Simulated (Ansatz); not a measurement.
The parent structure is CdS in the zinc blende structure (space group F-43m, No. 216; a = 5.927 Å).

Now apply this change: every lattice vector is shortened by 3.00 %, atoms relaxed at fixed cell.

Method: Ansatz (a program for electronic structure) PBE, without spin-orbit coupling.

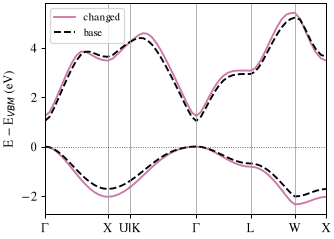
Figure: Highest valence and lowest conduction band along the path, each from its own valence-band maximum

Q: Read the changed gap and its character from the plot.

A: About 1.2 eV, direct at Γ.

The cells carry an imposed strain or load. Stability against distortions was not tested.
